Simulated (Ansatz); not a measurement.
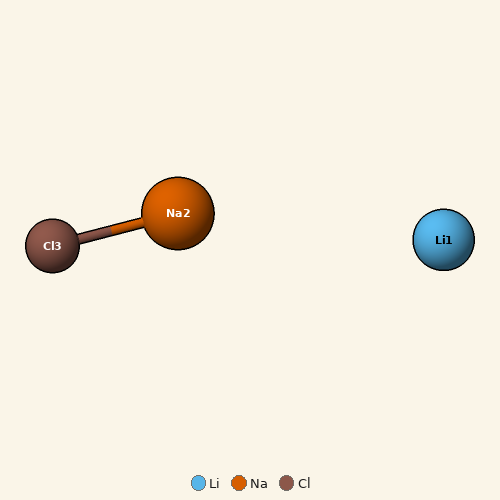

The system is Li⁺ + NaCl; the picture shows the reference structure. The first coordinate is: distance Li1–Na2; the second: distance Na2–Cl3. Nothing is relaxed (the angle Li1–Na2–Cl3 is fixed at 160 degrees). Grid: 17 × 17 points. Points are written as (first, second). Energies are in kcal/mol, from the lowest grid point. The D4 coefficients can switch as the alkali atoms part, which puts small steps into the map. Method: RKS PBE0-D4/def2-SVPD in Ansatz.

Its coordinates:

```tsv
atom	x (Å)	y (Å)	z (Å)
Li	-4.7520	0.0000	0.0000
Na	0.0000	0.0000	0.0000
Cl	2.1660	0.7884	0.0000
```

Range: distance Li1–Na2 from 2.352 to 4.752 Å; distance Na2–Cl3 from 2.144 to 4.544 Å.

Predict the map.

Answer. The lowest grid point is at (4.752 Å, 2.305 Å). It lies in a valley that leaves the map towards separated partners. The highest grid point, (2.352 Å, 4.544 Å), lies 87 kcal/mol above the lowest.

| distance Na2–Cl3 ↓, distance Li1–Na2 → | 2.352 | 2.513 | 2.748 | 3.023 | 3.327 | 3.655 | 4.003 | 4.370 | 4.752 |
| --- | --- | --- | --- | --- | --- | --- | --- | --- | --- |
| 4.544 | 87 | 80 | 73 | 67 | 63 | 57 | 55 | 53 | 53 |
| 4.162 | 82 | 75 | 68 | 62 | 57 | 52 | 49 | 48 | 46 |
| 3.795 | 75 | 69 | 61 | 55 | 51 | 45 | 42 | 40 | 39 |
| 3.447 | 67 | 60 | 53 | 47 | 43 | 37 | 33 | 31 | 30 |
| 3.119 | 57 | 51 | 44 | 38 | 33 | 29 | 25 | 22 | 20 |
| 2.815 | 47 | 41 | 34 | 28 | 24 | 19 | 16 | 13 | 11 |
| 2.540 | 38 | 32 | 26 | 20 | 16 | 11 | 8 | 5 | 2 |
| 2.305 | 35 | 30 | 23 | 18 | 13 | 9 | 5 | 2 | 0 |
| 2.144 | 38 | 33 | 27 | 22 | 17 | 13 | 10 | 7 | 5 |

The table holds every second grid line.

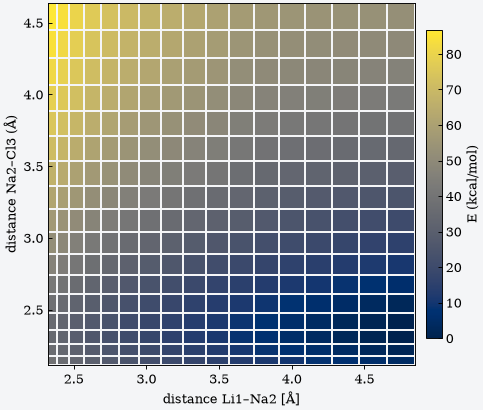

In the figure: one coloured cell a grid point.

Each point was launched as `ansatz run input.yaml --threads 1 --pin off --max-ram 2560MiB --backend cpu --events-out ev --progress --plain --runs-dir out`. Time for the 289 points that were run: 24 min on 1 thread of Arm Neoverse V1 (shared host).
